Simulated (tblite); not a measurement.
## Geometry relaxation, with input and output: C6H13NOSi (part 2 of 2)

Continued. System: C6H13NOSi. Method: GFN2-xTB geometry optimisation, gas phase (tblite 0.8.0). It belongs to a series of runs on one base structure; here: H on C replaced by CH2OH.

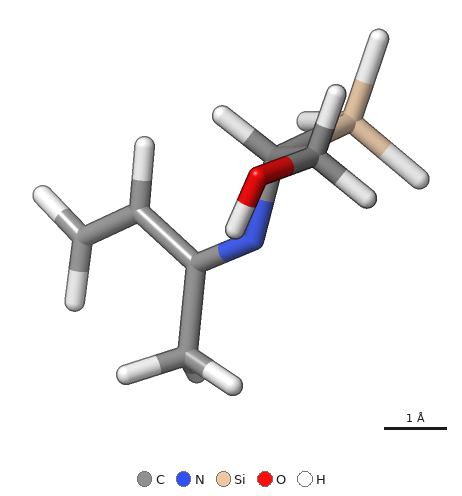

**Figure 1.** The geometry at step 119 of the log (stick view, seen at a tilt).

**Trajectory as extended XYZ, continued**
```
22
Properties=species:S:1:pos:R:3:forces:R:3 step=89 energy=-765.66779
C     2.3309    2.0254   -0.6689   -0.0010  -0.0120   0.0020
C     1.2023    1.3833   -0.3868    0.0060   0.0010   0.0150
C     1.0545   -0.0689   -0.2805    0.0100   0.0050  -0.0280
C     2.2823   -0.9221   -0.4340   -0.0040   0.0010   0.0080
N    -0.0317   -0.6940   -0.0624    0.0150   0.0020   0.0210
C    -1.3129   -0.1069    0.1313    0.0050  -0.0030  -0.0020
Si   -1.5215    0.2442    2.0075    0.0060   0.0100  -0.0150
C    -2.3522   -1.1188   -0.3560   -0.0080  -0.0060  -0.0140
O    -2.2637   -1.3299   -1.7435   -0.0080  -0.0100  -0.0120
H     3.2594    1.5144   -0.8580    0.0020   0.0020   0.0130
H     2.3633    3.1018   -0.7229    0.0040  -0.0250  -0.0090
H     0.3051    1.9615   -0.2101   -0.0040   0.0050   0.0000
H     2.7166   -0.7988   -1.4254   -0.0150   0.0120   0.0310
H     2.0086   -1.9639   -0.2914    0.0090   0.0100  -0.0140
H     3.0279   -0.6454    0.3098   -0.0030   0.0070  -0.0260
H    -1.4606    0.8234   -0.4379   -0.0020   0.0040   0.0040
H    -1.2986   -0.9936    2.7484   -0.0070  -0.0020  -0.0020
H    -0.5191    1.2411    2.3888    0.0120   0.0040  -0.0010
H    -2.8724    0.7654    2.2152   -0.0120  -0.0040   0.0170
H    -2.2138   -2.0659    0.1824    0.0100  -0.0070   0.0040
H    -3.3633   -0.7509   -0.1715   -0.0080   0.0070  -0.0060
H    -1.3517   -1.5821   -1.9348   -0.0050   0.0000   0.0140
22
Properties=species:S:1:pos:R:3:forces:R:3 step=104 energy=-765.66945
C     2.3483    2.0197   -0.6062   -0.0010   0.0050   0.0020
C     1.1998    1.3815   -0.4091   -0.0030  -0.0030  -0.0090
C     1.0486   -0.0692   -0.2987    0.0030  -0.0040   0.0010
C     2.2764   -0.9194   -0.4606    0.0020  -0.0020   0.0010
N    -0.0363   -0.6953   -0.0779   -0.0010   0.0000   0.0020
C    -1.3179   -0.1121    0.1233   -0.0030   0.0050   0.0120
Si   -1.5098    0.2687    1.9959    0.0010   0.0020   0.0000
C    -2.3571   -1.1366   -0.3388   -0.0020   0.0000  -0.0030
O    -2.2996   -1.3497   -1.7275   -0.0010  -0.0010  -0.0060
H     3.2910    1.5081   -0.6969    0.0000  -0.0010   0.0020
H     2.3854    3.0940   -0.6813    0.0030   0.0020   0.0040
H     0.2898    1.9599   -0.3201   -0.0070   0.0070   0.0020
H     2.7260   -0.7550   -1.4383    0.0050  -0.0060   0.0050
H     2.0024   -1.9658   -0.3623    0.0010   0.0040  -0.0040
H     3.0093   -0.6706    0.3046    0.0040   0.0000  -0.0060
H    -1.4749    0.8115   -0.4548   -0.0080  -0.0020   0.0010
H    -1.2506   -0.9516    2.7545    0.0020  -0.0010  -0.0020
H    -0.5224    1.2941    2.3413   -0.0010  -0.0050  -0.0030
H    -2.8708    0.7563    2.2238    0.0070   0.0030   0.0000
H    -2.1910   -2.0804    0.1979   -0.0010  -0.0030   0.0050
H    -3.3687   -0.7828   -0.1302   -0.0020   0.0080  -0.0070
H    -1.3880   -1.5858   -1.9392    0.0010  -0.0080   0.0030
22
Properties=species:S:1:pos:R:3:forces:R:3 step=119 energy=-765.67007
C     2.3479    2.0229   -0.5695   -0.0060  -0.0040  -0.0090
C     1.1932    1.3819   -0.4252   -0.0050  -0.0020   0.0110
C     1.0447   -0.0690   -0.3135   -0.0080  -0.0040   0.0030
C     2.2743   -0.9170   -0.4738   -0.0060  -0.0030  -0.0050
N    -0.0389   -0.6966   -0.0901   -0.0040  -0.0040   0.0010
C    -1.3203   -0.1150    0.1185    0.0000   0.0010  -0.0040
Si   -1.4942    0.2775    1.9903   -0.0020  -0.0040  -0.0010
C    -2.3636   -1.1397   -0.3355   -0.0010   0.0030   0.0000
O    -2.3061   -1.3674   -1.7221   -0.0020  -0.0030  -0.0030
H     3.2932    1.5102   -0.6182    0.0030   0.0120   0.0090
H     2.3885    3.0973   -0.6414   -0.0020  -0.0020  -0.0030
H     0.2768    1.9556   -0.3764    0.0080   0.0090   0.0020
H     2.7343   -0.7404   -1.4439    0.0110   0.0020  -0.0070
H     1.9987   -1.9641   -0.3926    0.0000  -0.0090   0.0040
H     2.9996   -0.6798    0.3023   -0.0020   0.0010  -0.0020
H    -1.4825    0.8082   -0.4591   -0.0020  -0.0050  -0.0100
H    -1.2201   -0.9353    2.7550   -0.0010  -0.0090   0.0010
H    -0.5040    1.3070    2.3136    0.0030   0.0030   0.0010
H    -2.8527    0.7645    2.2338    0.0060  -0.0010  -0.0040
H    -2.2067   -2.0803    0.2100    0.0050   0.0120   0.0090
H    -3.3729   -0.7755   -0.1334   -0.0020   0.0030   0.0000
H    -1.3996   -1.6255   -1.9296    0.0060   0.0020   0.0070
22
Properties=species:S:1:pos:R:3:forces:R:3 step=134 energy=-765.67082
C     2.3440    2.0281   -0.5451   -0.0040  -0.0040   0.0070
C     1.1889    1.3819   -0.4303   -0.0010   0.0030  -0.0020
C     1.0401   -0.0697   -0.3243    0.0010   0.0030   0.0010
C     2.2695   -0.9166   -0.4901    0.0010  -0.0010   0.0000
N    -0.0444   -0.6970   -0.1039   -0.0010   0.0050  -0.0040
C    -1.3228   -0.1107    0.1118   -0.0030  -0.0040  -0.0010
Si   -1.4819    0.2773    1.9853   -0.0020   0.0020   0.0060
C    -2.3710   -1.1341   -0.3334   -0.0030  -0.0010   0.0030
O    -2.2891   -1.4019   -1.7112    0.0040  -0.0030   0.0050
H     3.2944    1.5225   -0.5590   -0.0030   0.0030  -0.0050
H     2.3803    3.1026   -0.6205   -0.0020  -0.0060   0.0030
H     0.2702    1.9536   -0.4081    0.0020   0.0040  -0.0020
H     2.7316   -0.7340   -1.4586    0.0000   0.0050   0.0040
H     1.9954   -1.9647   -0.4143    0.0000  -0.0020   0.0020
H     2.9931   -0.6820    0.2884    0.0030  -0.0070  -0.0040
H    -1.4851    0.8119   -0.4666    0.0030  -0.0060  -0.0030
H    -1.2183   -0.9429    2.7433   -0.0010   0.0030  -0.0050
H    -0.4782    1.2944    2.3067    0.0010   0.0000   0.0010
H    -2.8335    0.7781    2.2377    0.0020   0.0000  -0.0010
H    -2.2368   -2.0605    0.2418    0.0030   0.0010  -0.0020
H    -3.3789   -0.7519   -0.1599   -0.0030   0.0050   0.0030
H    -1.3778   -1.6649   -1.8907    0.0040   0.0010  -0.0050
```

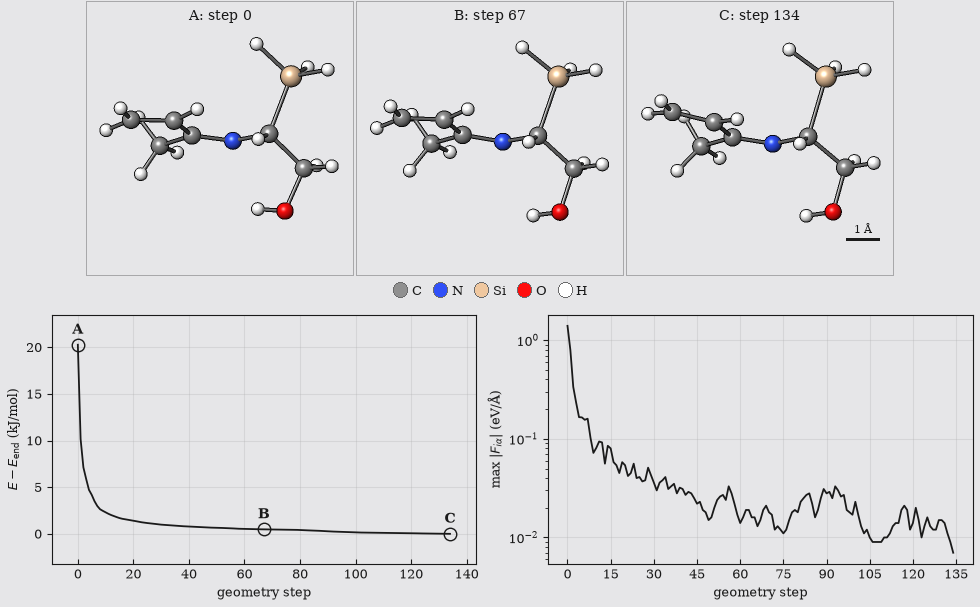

**Figure 2.** Frames of the relaxation (ball-and-stick view, seen at a tilt) above the curves, on which the letters mark them (steps are counted from 0).

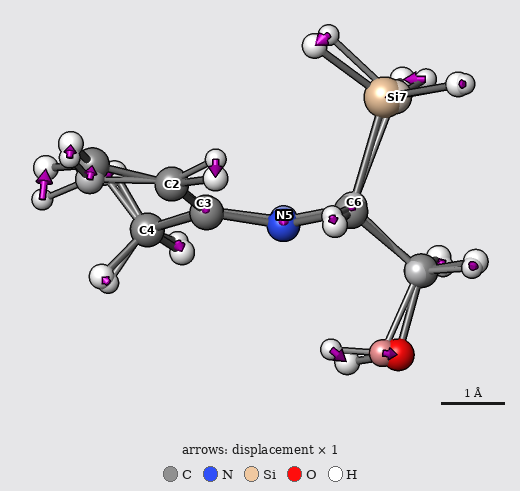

**Figure 3.** Start (faint) and end (solid) with the displacements as pink arrows, at true length (ball-and-stick view, seen at a tilt). The two geometries are laid on each other by the best rigid fit. The atom that moves furthest after the best rigid fit is H10 (0.53 Å). Largest moves by element: H 0.53 Å, O 0.25 Å, C 0.25 Å, Si 0.17 Å, N 0.14 Å. Among the contacts that change: N5–C6 1.480 → 1.423 Å, C2–C3 1.506 → 1.463 Å, C6–Si7 1.886 → 1.920 Å, Si7–H17 1.491 → 1.460 Å. Among the angles that change: H17–Si7–H19 108.0° → 111.3°, C6–Si7–H18 110.5° → 107.3°, C6–C8–H20 112.2° → 109.1°. The energy falls by 20.3 kJ/mol in 134 geometry steps. The largest force component goes from 1.4 to 0.007 eV/Å. (Atoms are counted from 1 in the order of the input.)

The run was set up as follows.

**The input**
```
{"job": {"kind": "relax", "xc": "GFN2-xTB", "basis": "xTB"}, "charge": 0, "multiplicity": 1}
C      2.321600     2.016100    -0.794000
C      1.199500     1.398300    -0.387300
C      1.084800    -0.097800    -0.257600
C      2.324300    -0.923800    -0.477200
N      0.003700    -0.758300     0.011700
C     -1.320200    -0.127800     0.214800
Si    -1.615800     0.202900     2.047600
C     -2.357900    -1.079500    -0.377800
O     -2.067300    -1.291400    -1.764400
H      3.212700     1.498300    -1.086500
H      2.332800     3.101900    -0.852500
H      0.342400     1.991000    -0.101300
H      2.642200    -0.859000    -1.501400
H      2.127900    -1.983600    -0.243500
H      3.121200    -0.577900     0.195400
H     -1.395100     0.812900    -0.328400
H     -1.565700    -1.052300     2.850000
H     -0.600400     1.146800     2.574500
H     -2.954900     0.823200     2.245200
H     -2.349000    -2.063100     0.114300
H     -3.379900    -0.666800    -0.303500
H     -1.117300    -1.490900    -1.779000
```

The first line tells a small driver script what to run in tblite; the rest is the geometry in Å.

Launch command:
```bash
OMP_NUM_THREADS=1 python <driver script> task.json out
```

**Key numbers**

```tsv
quantity	value
outcome	converged
total energy	−765.6708 eV
hardware	1 CPU thread, shared host
wall time	0.99 s
peak memory	0.18 GiB
```
